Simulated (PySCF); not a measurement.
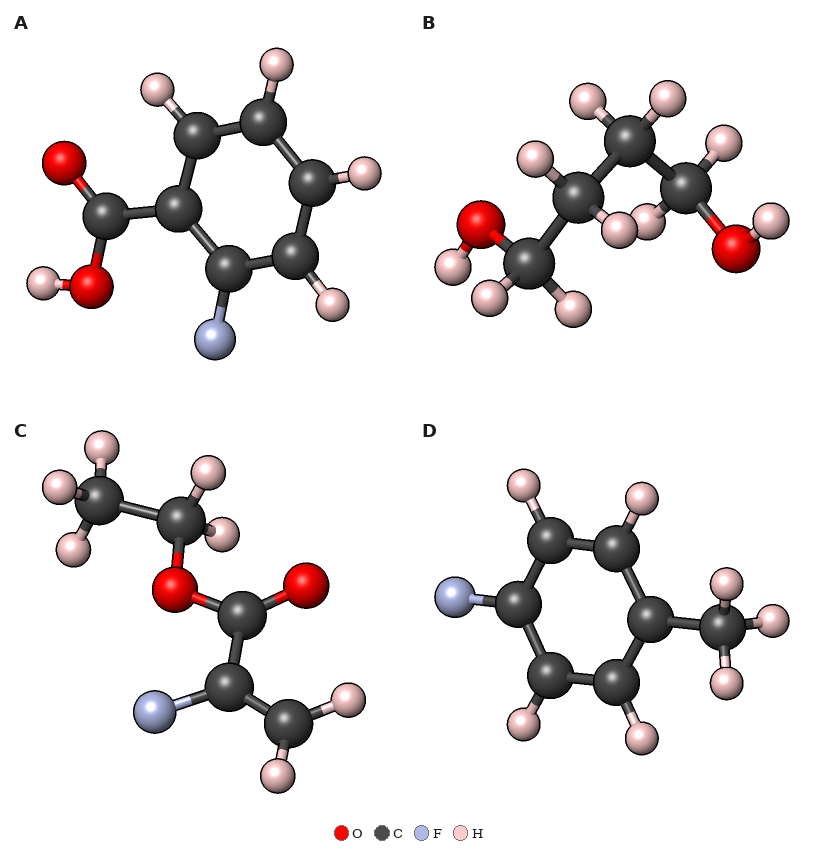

Simulated data, not a measurement (program: PySCF).

Match each picture to its SMILES.
(1) O=C(O)c1ccccc1F
(2) OCCCCO
(3) C=C(F)C(=O)OCC
(4) Cc1ccc(F)cc1

A is (1), B is (2), C is (3), D is (4).
